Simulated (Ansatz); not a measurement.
## Abstraction of H: BH(CH3)(GeH3) + InHF → B(CH3)(GeH3) + InH2F

Species: BH(CH3)(GeH3), singlet; InHF `[F][InH]`, doublet; B(CH3)(GeH3), doublet; InH2F `[F][InH2]`, singlet. A radical takes H: the energy is the difference in strength between the B–H bond broken and the In–H bond made.

Shapes, held fixed at every level: PBE0-D4/def2-TZVP. Programs: Ansatz 0.2.0. The zero-point and thermal change to 298 K, harmonic and unscaled (PBE0-D4/def2-TZVP), is -6.1 kJ/mol.

```csv
level,kind,ΔH(298 K) (kJ/mol),less CCSD(T)/def2-TZVPP
HF/def2-SVP,Hartree–Fock,+122.7,-4.8
SPW92/def2-TZVPP,LDA,+133.3,+5.8
r2SCAN-D4/def2-TZVPP,meta-GGA,+125.8,-1.7
BHLYP-D4/def2-TZVPP,global hybrid,+133.7,+6.2
PBE0-D4/def2-TZVPP,global hybrid,+129.2,+1.7
wB97X-V/def2-TZVPP,range-separated hybrid,+126.3,-1.2
CCSD/def2-TZVPP,coupled cluster or CI,+126.7,-0.8
CCSD(T)/def2-TZVPP,coupled cluster or CI,+127.5,0.0
```

The highest level, CCSD(T)/def2-TZVPP, gives ΔH(298 K) = +127.5 kJ/mol; the levels span +122.7 to +133.7. The column of differences is taken from that level and isn't an error. No measured value is set beside it here. Open shells run unrestricted. For atoms past krypton def2 sets carry core potentials with scalar relativity. Relativity is left out for Ge. Outer-core shells of Ge, In are correlated, in sets that cover them unevenly.

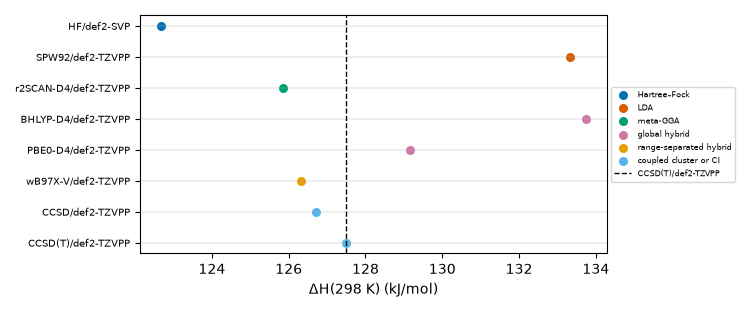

The values of the table, level by level.
